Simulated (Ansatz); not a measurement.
The reference is CuI in the zinc blende structure (space group F-43m, No. 216; a = 5.862 Å).

One thing is altered: a hydrostatic pressure of 30 GPa.

Method: LDA (Ansatz, a program for electronic structure), no SOC.

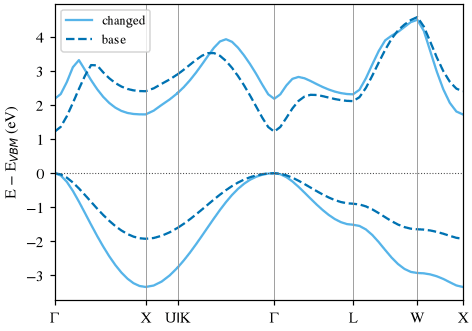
*Highest valence and lowest conduction band along the path, each from its own valence-band maximum*

The gap is 1.73 eV, indirect, Γ → X; the base has 1.22 eV.

Spin-orbit coupling, missing from the scalar runs, can matter with I. Load acts through the strain it causes; cell and atoms are relaxed under it. Whether these cells are dynamically stable was not tested. Tetrahedral semiconductors of this kind turn to denser phases somewhere between about 1 and 50 GPa; those were not computed, so compressed cells here can lie past the real transition. The final runs are not spin-polarised.
